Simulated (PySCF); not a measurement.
## Run report: Fe³⁺, atomic calculation

Fe³⁺, configuration 1s2 2s2 2p6 3s2 3p6 3d5, multiplicity 6. Computed at this level: unrestricted r2SCAN, ANO-RCC-VTZP, spin-free X2C-1e, Gaussian nucleus (PySCF).

## Log (extracts)
```
damping factor = 0
level_shift factor = 0
DIIS = <class 'pyscf.scf.diis.CDIIS'>
diis_start_cycle = 1
diis_space = 10
diis_damp = 0
SCF conv_tol = 1e-09
SCF conv_tol_grad = None
number electrons alpha = 14  beta = 9
XC functionals = R2SCAN
    J. W. Furness, A. D. Kaplan, J. Ning, J. P. Perdew, and J. Sun.,  J. Phys. Chem. Lett. 11, 8208-8215 (2020)
    J. W. Furness, A. D. Kaplan, J. Ning, J. P. Perdew, and J. Sun.,  J. Phys. Chem. Lett. 11, 9248-9248 (2020)
    J. W. Furness, A. D. Kaplan, J. Ning, J. P. Perdew, and J. Sun.,  J. Phys. Chem. Lett. 11, 8208-8215 (2020)
    J. W. Furness, A. D. Kaplan, J. Ning, J. P. Perdew, and J. Sun.,  J. Phys. Chem. Lett. 11, 9248-9248 (2020)
cycle= 1 E= -1270.55095286339  delta_E= -0.00188  |g|= 0.0182  |ddm|= 0.0385
cycle= 2 E= -1270.55096646403  delta_E= -1.36e-05  |g|= 0.0145  |ddm|= 0.00827
cycle= 3 E= -1270.55100228518  delta_E= -3.58e-05  |g|= 0.000893  |ddm|= 0.00433
cycle= 4 E= -1270.55100242227  delta_E= -1.37e-07  |g|= 3.84e-05  |ddm|= 0.000251
cycle= 5 E= -1270.55100242262  delta_E= -3.42e-10  |g|= 3.33e-07  |ddm|= 1.44e-05
converged SCF energy = -1270.55100242262  <S^2> = 8.7505444  2S+1 = 6.0001815
```

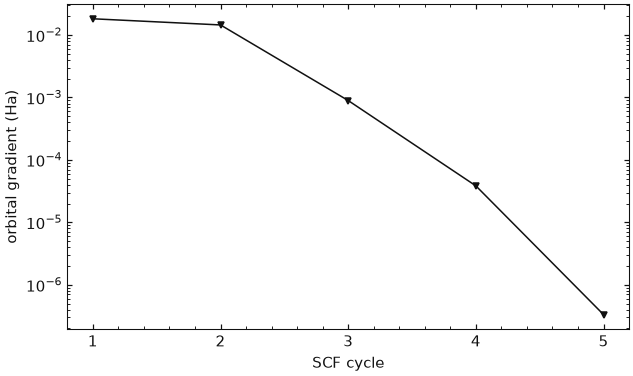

Figure 1. Convergence: orbital gradient against the SCF cycle. The residual falls at every step. It goes from 0.018 to 3.3×10⁻⁷ in 5 steps.

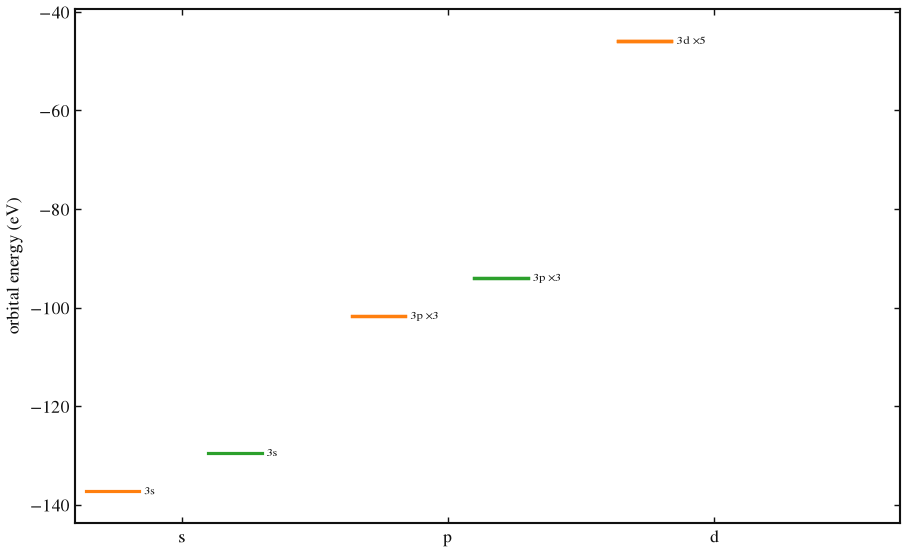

Figure 2. Orbital energies of the mean field, from the top down to −137.3 eV, by angular momentum, α spin at the left of each column and β at the right; ×n counts the orbitals under one label. The highest filled orbital is 3d α at −45.9 eV, the lowest empty one d β at −38.2 eV.

## Input
```python
from pyscf import gto, scf, dft, mp, cc
import basis_set_exchange as bse
mol = gto.M(atom="Fe 0 0 0", charge=3, spin=5, symmetry="D2h",
            basis=gto.basis.parse(bse.get_basis("ANO-RCC-VTZP", elements=["Fe"], fmt="nwchem")),
            nucmod="G")
mf = dft.UKS(mol, xc="R2SCAN").sfx2c1e()
mf.irrep_nelec = {'Ag': (5, 3), 'B1g': (1, 0), 'B2g': (1, 0), 'B3g': (1, 0), 'B1u': (2, 2), 'B2u': (2, 2), 'B3u': (2, 2)}
mf.kernel()
```

The script is an equivalent of what the driver set up; the driver started from orbitals of its own, so the log can be shorter than this script's would be, and it computed the properties (radii, ⟨L²⟩, response) afterwards. It held the occupations shell by shell, which the script's counts by irreducible representation don't always enforce.

## Summary

- outcome: converged
- total energy: −1270.5510 hartree
- ⟨S²⟩: 8.751
- SCF iterations: 5
- hardware: 1 CPU thread, shared host
- CPU time: 1.3 s (integrals apart)
